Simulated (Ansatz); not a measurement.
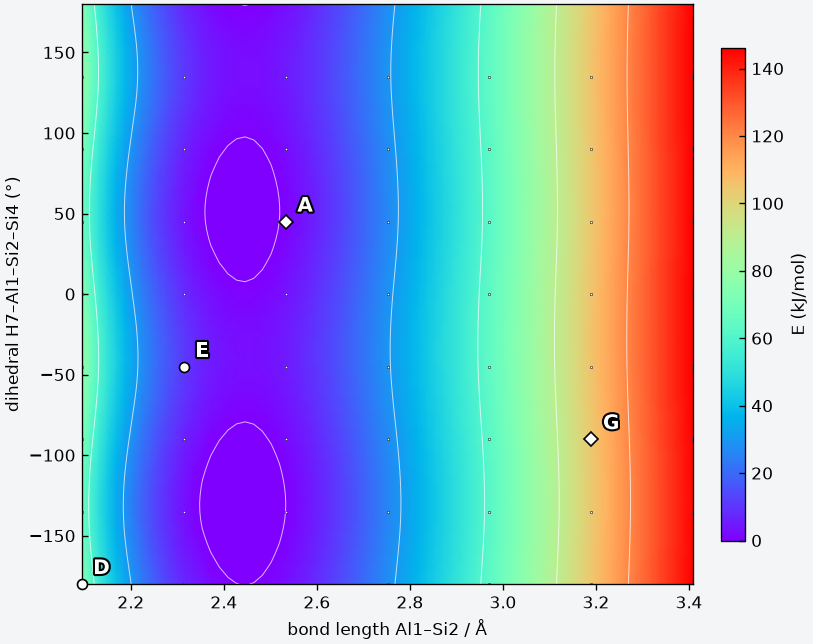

AlCl2H3SSi2, SMILES [AlH2][SiH]1S[Si]1(Cl)Cl. Coordinates scanned: (1) bond length Al1–Si2; (2) dihedral H7–Al1–Si2–Si4. Nothing is relaxed (all other coordinates rigid). The scan uses a 7 × 8 grid. Points are written as (first, second). All energies are given in kJ/mol relative to the lowest grid point. Theory: Ansatz, RKS PBE0-D4/def2-SVP.

In the figure: a smooth colour map with a few white contour lines, dots at the grid points, lettered points. Between grid points the surface is interpolated.

> Rank the lettered points by energy, lowest first.

A (0.9 kJ/mol), E (11 kJ/mol), D (75 kJ/mol), G (104 kJ/mol).
